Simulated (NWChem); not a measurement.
# One shape, several levels: Ge2NH7 (SMILES [GeH3][NH][GeH3])

We compute a comparison of 3 runs (HF/STO-3G, HF/3-21G, B3LYP/6-31G*) of Ge2NH7. 

The results are computed with NWChem 7.3.0.

### Step 1. The structure to begin with

Ge2NH7 has 10 atoms, charge 0, and is taken as a singlet. As SMILES, `[GeH3][NH][GeH3]`. Geometry: relaxed at PBE0-D4/def2-TZVP.

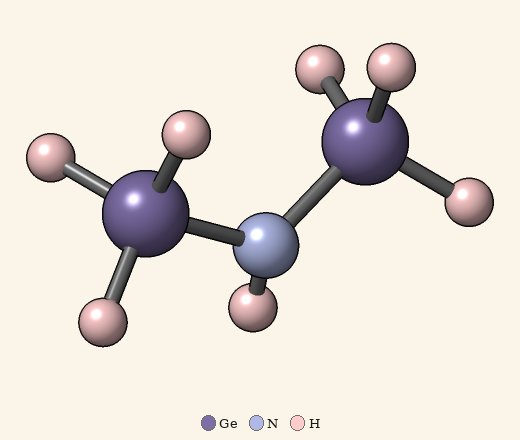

The structure, seen from a chosen angle (germanium purple, nitrogen light blue, hydrogen pink).

### Step 2. Energy and gradient at HF/STO-3G (run 1)

Input file mol.nw:

```
start mol
title "Ge2H7N"
memory 2200 mb
charge 0

geometry units angstrom noautosym nocenter noautoz
 Ge    -1.136700     0.838400    -0.787900
 N      0.497400     0.029800    -0.565300
 Ge     1.037800    -0.779200     0.992600
 H     -2.294900    -0.171700    -0.957500
 H     -1.064200     1.726200    -2.041700
 H     -1.384200     1.678300     0.474600
 H      0.850100    -0.415700    -1.400700
 H      0.370500    -2.154500     1.224800
 H      0.645000     0.168600     2.136200
 H      2.562400    -0.971400     0.927800
end

basis spherical bse
 Ge library STO-3G
 N library STO-3G
 H library STO-3G
end

scf
 nopen 0
 rhf
 thresh 1e-08
 maxiter 80
 print low
end

task scf gradient
```

Started as:

```bash
$ nwchem mol.nw > mol.out
```

What it wrote:

```text
[...]
  functions       =    48
[...]
  wavefunction    = RHF
[...]
         Total SCF energy =  -4161.358324398435
      One-electron energy =  -6673.413598063963
      Two-electron energy =   2094.949006704652
 Nuclear repulsion energy =    417.106266960877
        Time for solution =      3.9s
[...]
                         RHF ENERGY GRADIENTS
    atom               coordinates                        gradient
                 x          y          z           x          y          z
   1 Ge     -2.148052   1.584346  -1.488915   -0.000707  -0.003963   0.000875
   2 N       0.939950   0.056314  -1.068262    0.026842  -0.001179  -0.033848
   3 Ge      1.961158  -1.472474   1.875742   -0.003381  -0.001960  -0.001309
   4 H      -4.336732  -0.324466  -1.809413   -0.029612  -0.025100  -0.004454
   5 H      -2.011046   3.262045  -3.858254    0.003426   0.021650  -0.031506
   6 H      -2.615759   3.171527   0.896864   -0.004464   0.020418   0.032369
   7 H       1.606456  -0.785559  -2.646939   -0.003026   0.004108   0.007440
   8 H       0.700143  -4.071415   2.314536   -0.016494  -0.034876   0.006292
   9 H       1.218873   0.318608   4.036833   -0.010622   0.024990   0.027313
  10 H       4.842234  -1.835680   1.753288    0.038039  -0.004087  -0.003171
[...]
```

Run time: 5.4 s. Hardware: 1 thread of Intel Xeon 6975P-C (Granite Rapids), shared host; peak memory 0.097 GiB.

### Step 3. Energy and forces at HF/3-21G (run 2)

Input file geom.nw:

```
start geom
memory stack 880 mb heap 220 mb global 1100 mb

geometry units angstrom noautosym nocenter noautoz
Ge   -1.136700    0.838400   -0.787900
N     0.497400    0.029800   -0.565300
Ge    1.037800   -0.779200    0.992600
H    -2.294900   -0.171700   -0.957500
H    -1.064200    1.726200   -2.041700
H    -1.384200    1.678300    0.474600
H     0.850100   -0.415700   -1.400700
H     0.370500   -2.154500    1.224800
H     0.645000    0.168600    2.136200
H     2.562400   -0.971400    0.927800
end

basis spherical bse
* library 3-21G
end

scf
thresh 1e-08
maxiter 80
end

task scf gradient
```

Started as:

```bash
$ nwchem geom.nw > geom.out
```

What it wrote:

```text
[...]
  functions       =    67
[...]
  wavefunction    = RHF
[...]
         Total SCF energy =  -4188.890251456265
      One-electron energy =  -6678.251230234926
      Two-electron energy =   2072.254711817784
 Nuclear repulsion energy =    417.106266960877
        Time for solution =      4.1s
[...]
                         RHF ENERGY GRADIENTS
    atom               coordinates                        gradient
                 x          y          z           x          y          z
   1 Ge     -2.148052   1.584346  -1.488915   -0.016230   0.000500  -0.000267
   2 N       0.939950   0.056314  -1.068262    0.018922   0.015803  -0.008739
   3 Ge      1.961158  -1.472474   1.875742   -0.001117  -0.010726   0.012113
   4 H      -4.336732  -0.324466  -1.809413    0.000663  -0.000427   0.000255
   5 H      -2.011046   3.262045  -3.858254    0.001917  -0.000612   0.000236
   6 H      -2.615759   3.171527   0.896864    0.001388  -0.000400   0.000355
   7 H       1.606456  -0.785559  -2.646939   -0.004367  -0.006510  -0.000570
   8 H       0.700143  -4.071415   2.314536   -0.000412   0.000354  -0.000616
   9 H       1.218873   0.318608   4.036833   -0.000383   0.000912  -0.001113
  10 H       4.842234  -1.835680   1.753288   -0.000382   0.001105  -0.001654
[...]
```

Wall time 6 s (1 thread of Intel Xeon 6975P-C (Granite Rapids), shared host); peak memory 0.097 GiB.

### Step 4. Energy and forces at B3LYP/6-31G(d) (Cartesian functions) (run 3)

Input file geom.nw:

```
start geom
title "Ge2H7N"
memory stack 880 mb heap 220 mb global 1100 mb
geometry noautosym nocenter noautoz
  Ge    -1.136700     0.838400    -0.787900
  N      0.497400     0.029800    -0.565300
  Ge     1.037800    -0.779200     0.992600
  H     -2.294900    -0.171700    -0.957500
  H     -1.064200     1.726200    -2.041700
  H     -1.384200     1.678300     0.474600
  H      0.850100    -0.415700    -1.400700
  H      0.370500    -2.154500     1.224800
  H      0.645000     0.168600     2.136200
  H      2.562400    -0.971400     0.927800
end
basis
  * library 6-31G*
end
dft
  xc b3lyp
  grid fine
  convergence energy 1e-08
  iterations 100
  mulliken
end
task dft gradient
```

Started as:

```bash
$ nwchem geom.nw > geom.out
```

What it wrote, shortened:

```text
[...]
          Wavefunction type:  closed shell.
          No. of atoms     :    10
          No. of electrons :    78
[...]
          Charge           :     0
          Spin multiplicity:     1
[...]
          AO basis - number of functions:    99
[...]
              XC Information
              --------------
                         B3LYP Method XC Potential
                     Hartree-Fock (Exact) Exchange  0.200
                        Slater Exchange Functional  0.800 local
                    Becke 1988 Exchange Functional  0.720 non-local
              Lee-Yang-Parr Correlation Functional  0.810
                  VWN I RPA Correlation Functional  0.190 local
[...]
 d= 0,ls=0.0,diis     1  -4212.4253066260 -4.63D+03  1.12D-02  1.99D+00     3.8
[...]
 d= 0,ls=0.0,diis     8  -4212.4836742454  7.06D-09  5.60D-06  6.78D-07    21.6
         Total DFT energy =    -4212.483674245404
      One electron energy =    -6698.697113573874
           Coulomb energy =     2236.732239360427
    Exchange-Corr. energy =     -167.625066992834
 Nuclear repulsion energy =      417.106266960877
[...]
      Total Density - Mulliken Population Analysis
     ---------------------------------------------
[...]
  wavefunction    = closed shell
                         DFT ENERGY GRADIENTS
    atom               coordinates                        gradient
                 x          y          z           x          y          z
   1 Ge     -2.148052   1.584346  -1.488915    0.003808  -0.001425   0.000322
   2 N       0.939950   0.056314  -1.068262   -0.003210  -0.003200   0.001024
   3 Ge      1.961158  -1.472474   1.875742   -0.000820   0.002035  -0.003460
   4 H      -4.336732  -0.324466  -1.809413    0.002750   0.001311   0.000525
   5 H      -2.011046   3.262045  -3.858254    0.000060  -0.001631   0.002226
   6 H      -2.615759   3.171527   0.896864    0.000651  -0.001412  -0.001581
   7 H       1.606456  -0.785559  -2.646939   -0.001574   0.002262   0.003985
   8 H       0.700143  -4.071415   2.314536    0.000761   0.002771  -0.001094
   9 H       1.218873   0.318608   4.036833    0.000290  -0.001150  -0.001893
  10 H       4.842234  -1.835680   1.753288   -0.002716   0.000440  -0.000055
[...]
```

Run time: 29 s. Hardware: 1 thread of Intel Xeon 6975P-C (Granite Rapids), shared host; peak memory 0.13 GiB.

### Step 5. Overview of the runs

```
run                               level  Cartesian functions  iteration cap   energy (Eh)  largest force (eV/Å)  wall time
  1                           HF/STO-3G                   no             80  -4161.358324                 2.222      5.4 s
  2                            HF/3-21G                   no             80  -4188.890251                 1.345        6 s
  3  B3LYP/6-31G* (Cartesian functions)                  yes            100  -4212.483674                 0.249       29 s
```

### Step 6. What came out

| quantity | value |
| --- | --- |
| run 3: total energy | -4212.48367 Eh |
| run 3: dipole moment | 0.73 D |
| run 3: HOMO energy | -6.58 eV |
| run 3: LUMO energy | 0.01 eV |
| run 3: HOMO–LUMO gap | 6.59 eV |
| run 3: largest force on an atom | 0.249 eV/Å |

What this shows: In run 1 the basis is minimal, so the values are rough. All runs together took 41 s, the longest 29 s.
